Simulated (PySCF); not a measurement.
**C$_{4}$H$_{5}$F$_{3}$, SMILES `F/C=C(/F)CCF`: what the electrons do**

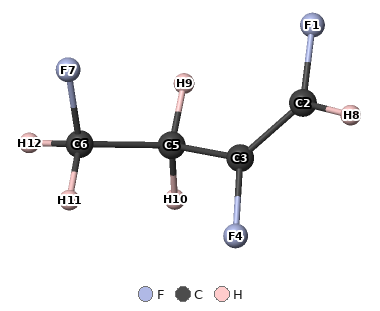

The molecule, with its atoms numbered as below. No frequency check shows the geometry to be a minimum.

Geometry (Å), atoms numbered from 1:

```
F1      -1.8924    1.3342    0.1203
C2      -1.6560    0.0796   -0.2793
C3      -0.5670   -0.5679    0.1050
F4      -0.4091   -1.8379   -0.3265
C5       0.5449   -0.0669    0.9676
C6       1.8632   -0.0093    0.1937
F7       1.8120    0.9750   -0.7587
H8      -2.4281   -0.3261   -0.9140
H9       0.2888    0.9284    1.3314
H10      0.6776   -0.7436    1.8146
H11      2.0606   -0.9505   -0.3297
H12      2.6958    0.2378    0.8595
```

### 1. Bonding charge

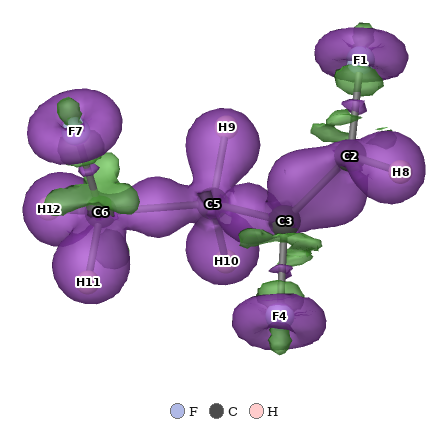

Deformation density (molecule less spherical, spin-averaged free atoms at the same positions), surfaces at ±0.15 e/Å³; purple: gain, green: loss.

Method: TPSS/def2-SVPD; geometry: GFN2-xTB; program: PySCF.

**How much density has each bond gained at its critical point, relative to the free atoms?**

The five largest and four smallest: C2–H8: +0.76 e/Å³ at the bond critical point (bond length 1.08 Å). C6–H11: +0.75 e/Å³ at the bond critical point (bond length 1.09 Å). C2–C3: +0.75 e/Å³ at the bond critical point (bond length 1.32 Å). C6–H12: +0.74 e/Å³ at the bond critical point (bond length 1.09 Å). C5–H9: +0.68 e/Å³ at the bond critical point (bond length 1.09 Å). C5–C6: +0.48 e/Å³ at the bond critical point (bond length 1.53 Å). F1–C2: −0.05 e/Å³ at the bond critical point (bond length 1.34 Å); up to 0.6 Å beside the axis the gain reaches +0.22 e/Å³. C3–F4: −0.06 e/Å³ at the bond critical point (bond length 1.35 Å); up to 0.6 Å beside the axis the gain reaches +0.21 e/Å³. C6–F7: −0.08 e/Å³ at the bond critical point (bond length 1.37 Å); up to 0.6 Å beside the axis the gain reaches +0.19 e/Å³. In all, 2.7 electrons gather in the regions of gain relative to the promolecule. A small or negative value marks a very polar bond, one between electron-rich atoms, whose free-atom densities already overlap strongly, a long bond to a heavier atom, or a closed-shell contact such as a hydrogen bond.

### 2. Bond critical points

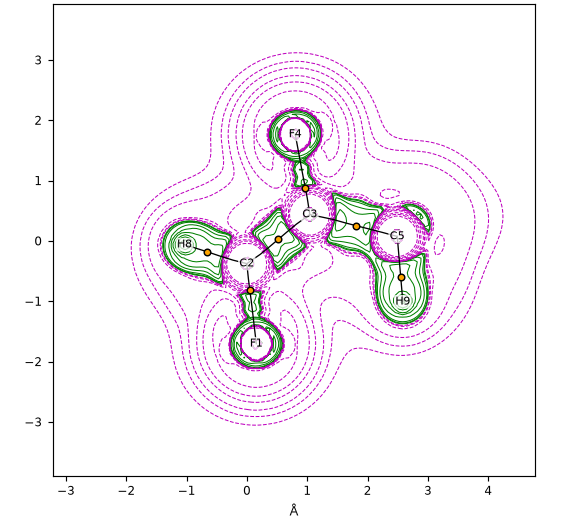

Negative Laplacian of the density (−∇²ρ) in the plane of F1, C2, C3, F4, C5, H8 and H9 (solid green lines positive, dashed magenta lines negative, contours at ±0.02 to ±8 a.u.), with bond paths and bond critical points (dots).

**At which bond critical points in this plane is charge locally concentrated, and at which depleted?**

Concentrated (∇²ρ < 0): C2–C3 (−0.95 a.u.); C2–H8 (−1.15 a.u.); C5–H9 (−1.03 a.u.); C3–C5 (−0.62 a.u.). Depleted (∇²ρ > 0): F1–C2 (+0.28 a.u., H = −0.354); C3–F4 (+0.20 a.u., H = −0.340). A positive Laplacian with clearly negative H marks a strongly polar covalent bond, whose critical point lies close to the core of the less electronegative atom.

**Where along F1–C2 does the critical point lie?**

0.89 Å from F1 and 0.44 Å from C2.

### 3. Electrostatic potential

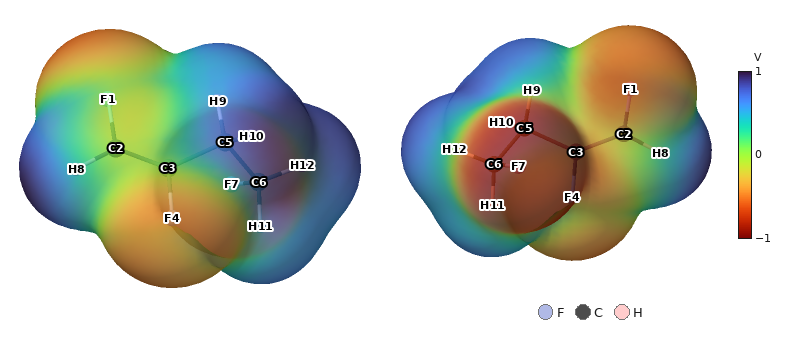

Electrostatic potential on the surface of electron density 0.001 a.u. (back view left, front view right).

**Where are the extremes of the potential on the surface?**

Highest: 0.98 V, near H12 (1.68 Å), H10 (1.81 Å), H11 (1.88 Å) and C6 (1.89 Å). Further maxima include 0.73 V, 1.3 Å from H9. Lowest: −0.90 V, 1.7 Å from F7. Further minima include −0.63 V, 1.6 Å from F1; −0.48 V, 1.6 Å from F4. The surface is sampled at points, so like sites can differ by a few per cent and only the strongest of them is named.

**What volume does the surface enclose, and what is the dipole moment?**

About 117 Å³; the dipole moment is 1.8 D.

### 4. Stretching a bond

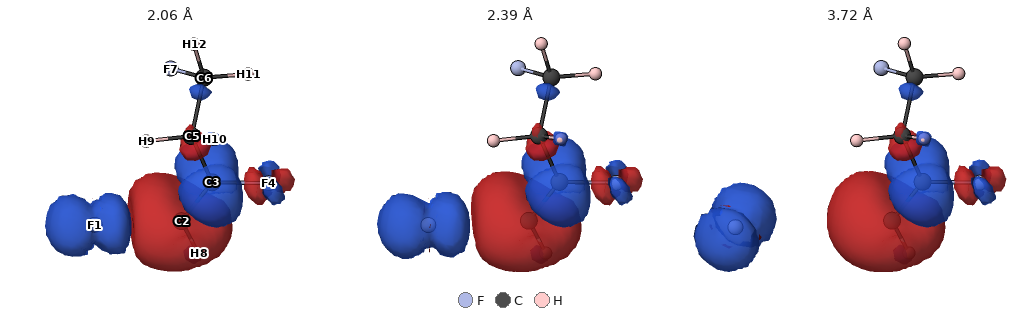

Rigid stretch of the F1–C2 bond. Broken-symmetry UHF spin density at ±0.03 e/Å³ (blue: α, red: β).

Computed with PySCF, 6-31G* basis, geometry: GFN2-xTB.

UHF's ⟨S²⟩ passes 1 along the scan (up to 1.24), so it also polarises electrons outside the stretched bond; its energy lowering isn't due to that bond alone.

**How does the broken-symmetry solution share the spin, and how far is it from a pure singlet?**

At 3.72 Å excess α spin lies mostly on F1 and excess β on C2; the two could be swapped at no cost. ⟨S²⟩ is 0.93 at 2.06 Å, 1.15 at 2.39 Å and 1.24 at 3.72 Å, against 0 for a pure singlet and 1 for an equal mix of singlet and triplet.

**Where does the UHF solution part from RHF?**

Between 1.60 Å (⟨S²⟩ = 0, the two coincide) and 1.80 Å (⟨S²⟩ = 0.33); at 3.72 Å ⟨S²⟩ is 1.24 and UHF lies 6.3 eV below RHF.

**How much energy does the stretch cost?**

By CASSCF, 4.3 eV from the lowest point of the scan (1.33 Å) to 3.72 Å; RHF gives 9.7 eV from its own lowest point. The fragments aren't relaxed and dynamic correlation is missing, so this isn't a bond dissociation energy.
